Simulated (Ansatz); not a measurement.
# LaGaS3 (model cell, started as cubic perovskite with Ga in the octahedra): a soft mode frozen in

Which phase does LaGaS3 (model cell, started as cubic perovskite with Ga in the octahedra) fall into along its unstable mode, and how much energy does it gain?

Main program and level: Ansatz 0.2.0; DFT PBEsol, scalar-relativistic, plane waves, PAW; PAW set soft_1.

The structure was built from a prototype and need not be the compound's stable phase.

## 1. The starting structure

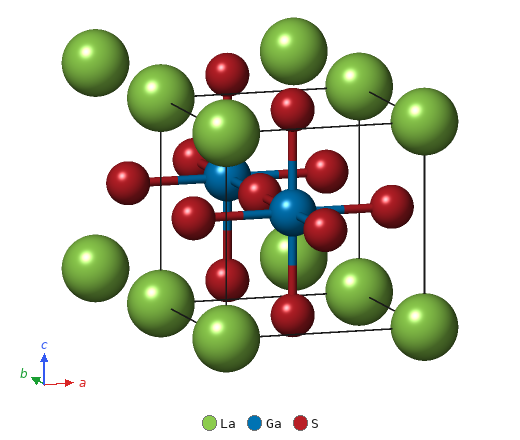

The cell as given, slightly off an axis (lanthanum green, gallium blue, sulfur red). 1×2×1 cells are drawn. Some periodic images of atoms are drawn too.

## 2. Phonons on a q mesh

The cell comes from relaxations at this level that are not shown. Stability and thermal properties need the whole zone. Linear response on a 4×4×4 q mesh gives force constants as far as a supercell of that size would.

Contents of input.yaml:

```yaml
crystal:
  lattice:
    - [4.6785878409, 0.0, 0.0]
    - [0.0, 4.6785878409, 0.0]
    - [0.0, 0.0, 4.6785878409]
  atoms:
    - { symbol: La, position: [0.0, 0.0, 0.0] }
    - { symbol: Ga, position: [0.5, 0.5, 0.5] }
    - { symbol: S, position: [0.5, 0.5, 0.0] }
    - { symbol: S, position: [0.5, 0.0, 0.5] }
    - { symbol: S, position: [0.0, 0.5, 0.5] }
kpoints:
  mp_grid: { grid: [8, 8, 8] }
hamiltonian:
  xc: pbesol
  pseudopotentials: { kind: paw, azcp: { folder: soft_1 }, xc_functional: pbe }
scf:
  occupations: { method: methfessel_paxton, width: 0.2 }
output:
  eigenvalues: true
phonons:
  method: dfpt
  qmesh: [4, 4, 4]
  temperatures: { t_max: 1000, t_step: 50 }
  qpath:
    path:
      - [[0.0, 0.0, 0.0], [0.0, 0.5, 0.0], [0.5, 0.5, 0.0], [0.0, 0.0, 0.0], [0.5, 0.5, 0.5], [0.0, 0.5, 0.0]]
      - [[0.5, 0.5, 0.5], [0.5, 0.5, 0.0]]
    npoints: 10
```

Started as:

```bash
> ansatz run input.yaml --threads 8 --pin off --max-ram 16384MiB --backend cpu --events-out ev --progress --plain --runs-dir out
```

Numbers of over 12 decimals in the logs are rounded to 6 here.

Output:

```text
Engine: ansatz 0.2.0, aarch64-unknown-linux-gnu
Pseudopotentials: kind: paw
Pseudopotential: La, paw, valence charge 11, recommended cutoff 420 eV (normal), soft_1/La.paw.azcp
Pseudopotential: Ga, paw, valence charge 13, recommended cutoff 420 eV (normal), soft_1/Ga.paw.azcp
Pseudopotential: S, paw, valence charge 6, recommended cutoff 420 eV (normal), soft_1/S.paw.azcp
Functional definition: PBEsol
  exchange = pbesol_x
  correlation = pbesol_c
Crystal: 5 atoms, lattice volume = 102.410 Å³
Basis set: ecut = 420 eV, 2007 PW (Γ), exchange–correlation on 64×64×64 points (8 copies of the dense FFT grid, shifted against one another)
Bands: 26, of which v1, the nominal top of the filled ones, is band 21 counted from 1 (20 counted from 0)
Symmetry: 48 space group operations
k-points: 35 of 512
Non-local potential: La, projectors of the file, l = 0: 3, l = 1: 2, l = 2: 2, l = 3: 3
Non-local potential: Ga, projectors of the file, l = 0: 2, l = 1: 2, l = 2: 3, l = 3: 1
Non-local potential: S, projectors of the file, l = 0: 2, l = 1: 2, l = 2: 1
PAW form: soft (Blöchl's): semilocal exchange-correlation on the pseudo side does not see the compensation charge
PAW frozen core: La, regenerated for the run's functional, and the local potential with it (the file was generated under x = pbe(κ = 0.804, μ = 0.219515), c = pbe(β = 0.066725))
PAW frozen core: Ga, regenerated for the run's functional, and the local potential with it (the file was generated under x = pbe(κ = 0.804, μ = 0.219515), c = pbe(β = 0.066725))
PAW frozen core: S, regenerated for the run's functional, and the local potential with it (the file was generated under x = pbe(κ = 0.804, μ = 0.219515), c = pbe(β = 0.066725))
PAW one-centre angular grid: La, 590 points (default); XC on 64 Gauss nodes
PAW one-centre angular grid: Ga, 590 points (default); XC on 64 Gauss nodes
PAW one-centre angular grid: S, 110 points (default); XC on 64 Gauss nodes
Initial density: superposition of atomic densities (chi_scale 0.1, normalization cell, long waves kept (reshape's long-wave potential 0.00 eV rms))
Initial wavefunctions: pseudopotential atomic-orbital guess
Functional: x = pbesol(κ = 0.804, μ = 0.123457), c = pbesol(β = 0.046)
SCF iter   1: F=—  HF=-12565.457446 eV  |F-HF|=—  |Δ(HF+E_count)|=         —  Δρ=3.95e-2  dr2=2.44e0  ethr=3.10e-3  ⟨swp⟩=7.8  Hψ=16072  notcnv=0  defer=21
automatic band count: the SCF goes on with 31 bands, as 26 were too few: they end inside the smearing window of the response
automatic band count: the SCF goes on with 41 bands, as 31 were too few: they end inside the smearing window of the response
preconditioner: auto → Kerker (q_TF=auto, 2.352 Å⁻¹)  [metal: Δε(μ)=0.036 eV  Ē_g=12.885 eV  σ=0.200 eV  W_gap=0.15  n_scr=26 (ndim 8)  ℏωp=23.2 eV  f_vac=0.000  D(μ)=1.47/eV (n_scr^D=6)]
SCF iter   2: F=—  HF=-12565.252579 eV  |F-HF|=—  |Δ(HF+E_count)|=   2.05e-1  S|Δr|=    0.00e0  Δρ=2.45e-2  dr2=9.67e-1  ethr=3.10e-3  ⟨swp⟩=1.9  Hψ=1877  notcnv=0  defer=82
SCF iter   3: F=—  HF=-12565.105732 eV  |F-HF|=—  |Δ(HF+E_count)|=   1.47e-1  S|Δr|=    0.00e0  Δρ=7.91e-3  dr2=1.17e-1  ethr=2.30e-3  ⟨swp⟩=2.0  Hψ=1706  notcnv=0  defer=82
SCF iter   4: F=—  HF=-12565.082801 eV  |F-HF|=—  |Δ(HF+E_count)|=   2.29e-2  S|Δr|=    0.00e0  Δρ=5.10e-3  dr2=4.24e-2  ethr=2.78e-4  ⟨swp⟩=2.0  Hψ=2379  notcnv=0  defer=169
SCF iter   5: F=—  HF=-12565.071833 eV  |F-HF|=—  |Δ(HF+E_count)|=   1.10e-2  S|Δr|=    0.00e0  Δρ=1.97e-3  dr2=2.01e-3  ethr=1.01e-4  ⟨swp⟩=2.0  Hψ=2220  notcnv=0  defer=202
SCF iter   6: F=—  HF=-12565.070978 eV  |F-HF|=—  |Δ(HF+E_count)|=   8.55e-4  S|Δr|=    0.00e0  Δρ=4.62e-4  dr2=2.12e-4  ethr=4.78e-6  ⟨swp⟩=2.5  Hψ=1536  notcnv=0  defer=211
SCF iter   7: F=—  HF=-12565.070931 eV  |F-HF|=—  |Δ(HF+E_count)|=   4.70e-5  S|Δr|=    0.00e0  Δρ=5.26e-5  dr2=5.79e-6  ethr=5.04e-7  ⟨swp⟩=2.1  Hψ=1674  notcnv=0  defer=211
SCF iter   8: F=—  HF=-12565.070931 eV  |F-HF|=—  |Δ(HF+E_count)|=   4.98e-7  S|Δr|=    0.00e0  Δρ=1.42e-5  dr2=5.90e-7  ethr=1.38e-8  ⟨swp⟩=2.0  Hψ=1776  notcnv=0  defer=211
SCF iter   9: F=—  HF=-12565.070931 eV  |F-HF|=—  |Δ(HF+E_count)|=   1.27e-9  S|Δr|=    0.00e0  Δρ=4.20e-6  dr2=3.06e-8  ethr=1.40e-9  ⟨swp⟩=2.3  Hψ=1698  notcnv=0  defer=257
SCF iter  10: F=—  HF=-12565.070931 eV  |F-HF|=—  |Δ(HF+E_count)|=  3.93e-10  S|Δr|=    0.00e0  Δρ=6.56e-7  dr2=4.45e-10  ethr=7.28e-11  ⟨swp⟩=2.1  Hψ=1493  notcnv=0  defer=257
SCF iter  11: F=—  HF=-12565.070931 eV  |F-HF|=—  |Δ(HF+E_count)|=  1.11e-10  S|Δr|=    0.00e0  Δρ=1.69e-7  dr2=3.50e-11  ethr=1.06e-12  ⟨swp⟩=2.1  Hψ=1756  notcnv=0  defer=257
SCF iter  12: F=-12565.070931 eV  HF=-12565.070931 eV  |F-HF|=1.82e-12  |Δ(HF+E_count)|=  7.28e-12  S|Δr|=    0.00e0  Δρ=4.64e-8  dr2=1.49e-12  ethr=1.00e-12  ⟨swp⟩=13.6  Hψ=8862  notcnv=0
SCF 1 converged in 12 iterations: F = -12565.070931 eV  dr2 = 1.49e-12
  greatest PAW one-centre occupation: 0.995 electrons in one spin orbital (limit 2), on the Ga atom at site 1 (counted from 0), in its partial waves of l = 2
Initial density: read from a saved state, or passed on in memory by an earlier SCF of this step, an earlier step, the calling program or the single point that the run made first
iter 1 solved again at ethr=1.28e-7 eV; its pass at ethr=3.10e-3 eV (dr2=5.37e-5 eV) is discarded
SCF iter   1: F=—  HF=-12565.070932 eV  |F-HF|=—  |Δ(HF+E_count)|=         —  Δρ=6.92e-7  dr2=5.03e-10  ethr=1.28e-7  ⟨swp⟩=4.9  Hψ=7391  notcnv=0
eigensolver tolerance schedule: the retry pair's looser diagonalisation over-reported the residual by 106750.34 of it (diagonalisation noise at an unbounded share of the residual, at the tolerance the schedule requests for it); recorded, not acted on — ethr = c·dr2/N_el stays at c = 1.0e-1
preconditioner: auto → Kerker (q_TF=auto, 2.352 Å⁻¹)  [metal: Δε(μ)=0.072 eV  Ē_g=10.980 eV  σ=0.200 eV  W_gap=0.30  n_scr=26 (ndim 8)  ℏωp=23.2 eV  f_vac=0.000  D(μ)=1.23/eV (n_scr^D=6)]
SCF iter   2: F=—  HF=-12565.070931 eV  |F-HF|=—  |Δ(HF+E_count)|=   8.02e-7  S|Δr|=    0.00e0  Δρ=4.38e-7  dr2=2.29e-10  ethr=1.20e-12  ⟨swp⟩=4.7  Hψ=2823  notcnv=0
SCF iter   3: F=—  HF=-12565.070931 eV  |F-HF|=—  |Δ(HF+E_count)|=  4.73e-11  S|Δr|=    0.00e0  Δρ=2.58e-7  dr2=7.48e-11  ethr=1.00e-12  ⟨swp⟩=1.4  Hψ=931  notcnv=0
SCF iter   4: F=—  HF=-12565.070931 eV  |F-HF|=—  |Δ(HF+E_count)|=  1.46e-11  S|Δr|=    0.00e0  Δρ=1.54e-7  dr2=2.34e-11  ethr=1.00e-12  ⟨swp⟩=1.1  Hψ=912  notcnv=0
SCF iter   5: F=-12565.070931 eV  HF=-12565.070931 eV  |F-HF|=5.46e-12  |Δ(HF+E_count)|=  5.46e-12  S|Δr|=    0.00e0  Δρ=7.61e-8  dr2=5.38e-12  ethr=1.00e-12  ⟨swp⟩=3.2  Hψ=2005  notcnv=0
SCF 2 converged in 5 iterations: F = -12565.070931 eV  dr2 = 5.38e-12
phonons: the bands overlap, so this run is a metal and interpolates without the dipole-dipole term. If the crystal is really an insulator or semiconductor, its LO-TO splitting is missing
NSCF: frozen V_eff on 35 k-points
WARN: eigensolver did not converge in 2 slots of this pass, the one above among them; of largest residual over every band (k=15): 1 band(s) unlocked (lowest unlocked band 40, counted from 0; max residual 4.41e-5 eV among the unlocked bands, 4.41e-5 eV over every band); of lowest unlocked band (k=2): band 40
NSCF: frozen V_eff on 125 k-points
DFPT response loops at q = (0, 0, 0) (fractional): preconditioner auto → Kerker (q_TF=auto, 2.352 Å⁻¹) (partly filled bands, converged f_vac=0.000); β = 1.00, the filter's whole step (`scf.mixing.beta` (0.50) is not read by the response loops under this deck's `scf.mixing.preconditioner`; to damp them name `kerker` or `kerker_dos`, under which they read `scf.mixing.beta`, and type it under 1.00, their step now; both keys bind the ground state too); Broyden in place of MSR1
NSCF: frozen V_eff on 400 k-points
DFPT response loops at q = (0, 0, 0.25) (fractional): mixed as the last ones told, above
NSCF: frozen V_eff on 250 k-points
DFPT response loops at q = (0, 0, -0.5) (fractional): mixed as the last ones told, above
NSCF: frozen V_eff on 640 k-points
DFPT response loops at q = (0, 0.25, 0.25) (fractional): mixed as the last ones told, above
NSCF: frozen V_eff on 400 k-points
DFPT response loops at q = (0, 0.25, -0.5) (fractional): mixed as the last ones told, above
NSCF: frozen V_eff on 250 k-points
DFPT response loops at q = (0, -0.5, -0.5) (fractional): mixed as the last ones told, above
NSCF: frozen V_eff on 1024 k-points
DFPT response loops at q = (0.25, 0.25, 0.25) (fractional): mixed as the last ones told, above
NSCF: frozen V_eff on 640 k-points
DFPT response loops at q = (0.25, 0.25, -0.5) (fractional): mixed as the last ones told, above
NSCF: frozen V_eff on 400 k-points
DFPT response loops at q = (0.25, -0.5, -0.5) (fractional): mixed as the last ones told, above
NSCF: frozen V_eff on 250 k-points
DFPT response loops at q = (-0.5, -0.5, -0.5) (fractional): mixed as the last ones told, above
SCF converged after 12 iterations
Stability not checked: this state was not tested for a lower state beside it, because cold or Methfessel-Paxton smearing, or corrected tetrahedra, fill the levels in a way that the test cannot read (fill_not_monotonic; see scf.lower_state_search)
Free energy (F): -12565.070931 eV
Harris-Foulkes:  -12565.070931 eV  (|F-HF|=1.82e-12)
Internal energy: -12565.074777 eV  (E = F + TS)
E sigma→0 (E₀):  -12565.071892 eV
Entropy (-TS):   0.003846 eV (0.769 meV/atom)
Fermi energy:    9.243907 eV
--- Per-component energies (eV) ---
  E_band       = -45.771708
  E_kinetic    = 614.289070
  E_local      = -2293.233446  (includes V_loc(G=0)·N_el)
  E_nonlocal   = 104.968729
  E_hartree    = 1247.952263
  E_xc         = -469.357630
  E_vxc        = -449.492817  (∫ρ·V_xc dr)
  E_paw        = -9062.472231  (= ΣΔE_a)
  E_vpaw       = -518.207563  (= ΣTr[D̂ρ^β])
  E_aug_tail   = -0.000218  (compensation charges beyond the density's cutoff)
  E_ewald      = -2708.439177
  E_core_change = 1.217863  (= ΣΔE_core)
  E_smearing   = 0.003846  (= −TS)
  E_closure    = 0.000000  (closes the sum)
  Σ components = -12565.070931   (vs F -12565.070931, Δ=0.00e0)
--- Band table (eV; the first three rows and the last of 35) ---
  k-point 0: bands = [... 17 lower, 7.8415, 7.8415, 8.8069, 8.8069, 8.8069, 10.6306, 10.6306, 11.1184, ... 16 higher]
  k-point 1: bands = [... 17 lower, 7.7078, 7.7078, 8.6897, 8.6897, 8.7969, 10.7507, 10.8742, 11.0962, ... 16 higher]
  k-point 2: bands = [... 17 lower, 7.4575, 7.4575, 8.4091, 8.4091, 9.5470, 10.9537, 11.0653, 11.0770, ... 16 higher]
  k-point 34: bands = [... 17 lower, 8.9227, 9.3992, 9.3992, 9.3992, 11.0832, 11.0832, 11.0832, 11.1373, ... 16 higher]
--- Phonons (Γ-DFPT): 4 representative perturbations + reference (Σ response iterations 13) ---
  ASR residual: 8.147e-5 → 0.000e0 eV/Å²; symmetrization residual: 5.324e-6 eV/Å²
  ASR residual per site (eV/Å²): 7.86e-6 8.15e-5 1.65e-5 1.65e-5 1.65e-5
  Γ frequencies (cm⁻¹): -102.44 -102.44 -102.44 -98.45 -98.45 -98.45 0.00 0.00 0.00 49.53 49.53 49.53 356.78 356.78 356.78
--- Phonons (arbitrary-q DFPT): 10 irreducible q on the 4×4×4 mesh ---
  q = [0.0000, 0.0000, 0.0000] (star 1, of the zone-centre solve; hermiticity 8.89e-7, symmetrization 2.98e-12): -102.44 -102.44 -102.44 -98.45 -98.45 -98.45 -0.00 0.00 0.00 49.53 49.53 49.53 356.78 356.78 356.78
  q = [0.0000, 0.0000, 0.2500] (star 6, 9 solved perturbations in 1560 linear systems a pass and spin channel, the states on 200 of 512 k-point pairs; hermiticity 7.11e-7, symmetrization 2.80e-12): -94.76 -94.76 -81.03 -81.03 -80.37 26.13 32.42 32.42 62.02 62.02 75.53 139.58 356.73 359.03 359.03
  q = [0.0000, 0.0000, -0.5000] (star 3, 9 solved perturbations in 975 linear systems a pass and spin channel, the states on 125 of 512 k-point pairs; hermiticity 6.25e-7, symmetrization 2.98e-8): -89.28 -89.28 -57.22 -57.22 -53.21 33.32 33.32 54.07 73.94 73.94 129.30 207.63 350.36 363.13 363.13
  q = [0.0000, 0.2500, 0.2500] (star 12, 9 solved perturbations in 2460 linear systems a pass and spin channel, the states on 320 of 512 k-point pairs; hermiticity 6.69e-7, symmetrization 2.77e-13): -135.05 -106.14 -79.70 -64.35 -56.10 36.82 51.35 67.15 76.14 136.46 144.24 153.41 309.40 361.97 389.18
  q = [0.0000, 0.2500, -0.5000] (star 12, 15 solved perturbations on 200 of 512 k-point pairs; hermiticity 6.50e-7, symmetrization 2.96e-7): -144.67 -87.43 -85.34 -68.11 -33.79 35.02 72.18 79.48 85.64 157.57 162.82 210.95 278.30 366.02 394.09
  q = [0.0000, -0.5000, -0.5000] (star 3, 9 solved perturbations in 975 linear systems a pass and spin channel, the states on 125 of 512 k-point pairs; hermiticity 6.56e-7, symmetrization 8.13e-8): -164.65 -108.97 -108.97 -18.72 16.93 16.93 89.10 89.10 93.59 182.02 216.32 216.32 223.00 369.76 398.51
  q = [0.2500, 0.2500, 0.2500] (star 8, 4 solved perturbations in 1376 linear systems a pass and spin channel, the states on 512 of 512 k-point pairs; hermiticity 3.77e-7, symmetrization 4.60e-12): -144.05 -129.38 -129.38 -59.28 -59.28 31.53 101.08 101.08 149.36 151.15 151.15 165.27 307.15 307.15 413.33
  q = [0.2500, 0.2500, -0.5000] (star 12, 9 solved perturbations in 2460 linear systems a pass and spin channel, the states on 320 of 512 k-point pairs; hermiticity 5.70e-7, symmetrization 6.61e-8): -153.90 -139.65 -130.60 -62.32 -51.75 15.39 111.47 121.25 157.50 160.11 167.95 215.21 264.05 306.07 419.38
  q = [0.2500, -0.5000, -0.5000] (star 6, 9 solved perturbations in 1560 linear systems a pass and spin channel, the states on 200 of 512 k-point pairs; hermiticity 5.47e-7, symmetrization 8.88e-8): -174.14 -150.00 -150.00 -56.34 -56.34 -38.49 127.15 127.15 163.56 167.74 220.99 220.99 225.26 287.49 424.97
  q = [-0.5000, -0.5000, -0.5000] (star 1, 4 solved perturbations in 350 linear systems a pass and spin channel, the states on 125 of 512 k-point pairs; hermiticity 3.65e-7, symmetrization 1.30e-8): -185.03 -185.03 -185.03 -63.90 -63.90 -63.90 141.95 141.95 141.95 224.78 224.78 226.21 226.21 226.21 431.32
  sum rule: each row above includes the acoustic sum rule's correction from the zone centre's row sums; it moved no ω² by more than (0.56 cm⁻¹)²
  mesh force constants: q→R imaginary residual 7.32e-19; ASR residual 8.147e-5 → 0.000e0 eV/Å²; symmetrization residual 2.487e-14 eV/Å²
  interpolated dispersion: 62 rows × 15 modes
  density of states and harmonic sums: on the 16×16×16 q-mesh, interpolated from the force constants of a 4×4×4 supercell (no non-analytic term)
  largest difference from the sums on the solved wave vectors: F 4.28e-2 eV, S 5.10e-5 and C_V 1.08e-5 eV/K
  zero-point energy: 0.112531 eV/cell   skipped modes (ω ≤ 0): 874, of them read as no rigid motion or as one in doubt: 871 (5.219e0 modes/cell left out, lowest -185.03 cm⁻¹)   left out of the sums: 3.48e-1 of the cell's modes: C_V's classical limit lies that fraction below 3 k_B per atom; for a crystal, a wire or a layer, F and S can be off by more, and a phonons.interpolated_qmesh denser along its periods is the remedy for the sampling
```

The job ended after 11 min (8 threads of Arm Neoverse V1, shared host; peak memory 4.4 GiB).

In the SCF lines HF is the Harris–Foulkes energy and dr2 the Hartree energy of the density residual, in eV; the loop may stop once dr2 is under the threshold and the program's other checks hold. Hψ counts applications of the Hamiltonian.

Numbers from this step:

```
volume per atom                                         : 20.48 Å³
gap on the k-mesh                                       : 0 eV
sum-rule residual before enforcement                    : 8.15e-5 eV/Å²
lowest frequency on the path                            : -185.0 cm⁻¹
point group                                             : m-3m
highest frequency on the path or at a solved wavevector : 431.3 cm⁻¹
highest optical mode at the zone centre (no LO-TO term) : 356.8 cm⁻¹
lowest optical zone-centre mode                         : -102.4 cm⁻¹
lowest mode on the q mesh (acoustic modes at Γ apart)   : -185.0 cm⁻¹
```

Frequencies (cm⁻¹) solved at each irreducible wavevector; negative means imaginary. Frequencies by wavevector, by row:

```
q in reciprocal lattice units  star  mode 1  mode 2  mode 3  mode 4  mode 13  mode 14  mode 15
                        0 0 0     1  -102.4  -102.4  -102.4   -98.5    356.8    356.8    356.8
                     0 0 0.25     6   -94.8   -94.8     -81     -81    356.7      359      359
                     0 0 -0.5     3   -89.3   -89.3   -57.2   -57.2    350.4    363.1    363.1
                  0 0.25 0.25    12  -135.1  -106.1   -79.7   -64.3    309.4      362    389.2
                  0 0.25 -0.5    12  -144.7   -87.4   -85.3   -68.1    278.3      366    394.1
                  0 -0.5 -0.5     3  -164.7    -109    -109   -18.7      223    369.8    398.5
               0.25 0.25 0.25     8  -144.1  -129.4  -129.4   -59.3    307.1    307.1    413.3
               0.25 0.25 -0.5    12  -153.9  -139.7  -130.6   -62.3    264.1    306.1    419.4
               0.25 -0.5 -0.5     6  -174.1    -150    -150   -56.3    225.3    287.5      425
               -0.5 -0.5 -0.5     1    -185    -185    -185   -63.9    226.2    226.2    431.3
```

Interpolated from a 4×4×4 q mesh. Phonon branches along the path, in cm⁻¹:

```csv
point,branch 1,branch 2,branch 3,branch 4,branch 12,branch 13,branch 14,branch 15
Γ,-102,-102,-102,-98,50,357,357,357
X,-89,-89,-57,-57,208,350,363,363
M,-165,-109,-109,-19,216,223,370,398
Γ,-102,-102,-102,-98,50,357,357,357
R,-185,-185,-185,-64,226,226,226,431
X,-89,-89,-57,-57,208,350,363,363
jump to R,-185,-185,-185,-64,226,226,226,431
M,-165,-109,-109,-19,216,223,370,398
```

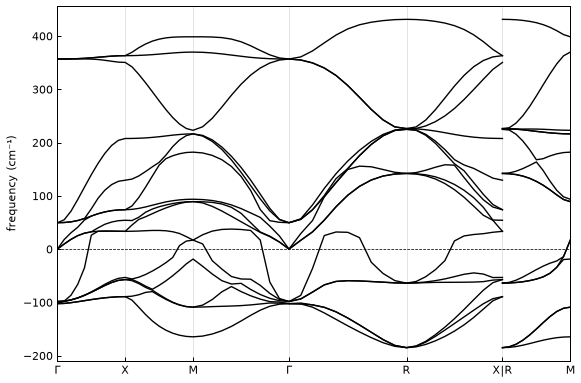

Phonon branches along the path.

Symmetry leaves 10 wavevectors to solve. The lowest mode among them, the acoustic zeros apart, lies at q = (-0.5, -0.5, -0.5) and is imaginary, 185.0i cm⁻¹, so the energy falls along it.

(Continued in part 2 of 3.)

[Logs are printed without paths, hosts, clocks, repeated set-up lines and the standing remarks that a program may print on its own settings, such as how far it seeks lower states.]

[Hosts, paths, dates, database ids (printed as entryN), source tags and the programs' standing remarks are cut or masked in the printed files.]
